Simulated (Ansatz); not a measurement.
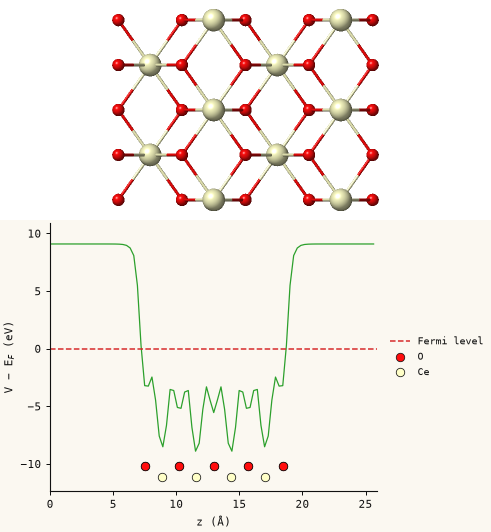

Plane-averaged electrostatic potential energy of an electron across the slab; circles at the bottom mark the heights of the atoms. The structure is drawn too.

The material is a (100) slab cut from CeO$_{2}$ (Fm-3m), of composition Ce$_{2}$O$_{5}$ (not the bulk's), ended by O planes, 14 atoms in the cell; a = 3.86 Å, b = 3.86 Å, c = 25.93 Å, α = 90.00°, β = 90.00°, γ = 90.00°.

Method: DFT PBE, scalar-relativistic, plane waves, PAW, no spin polarisation, 7×7×1 k mesh, Gaussian smearing of 0.5 eV (Ansatz 0.2.0).

Read off the work function of each face.

The work function is 9.08 eV, the same on both faces. The two vacuum levels agree, so the slab has no net dipole along its normal.

How thick are slab and vacuum?

The outermost atoms are 10.9 Å apart, which leaves 15.0 Å of vacuum in a cell 25.9 Å high.

The atoms aren't at rest in this cell (largest force 1.9 eV/Å), so the relaxed material can differ.
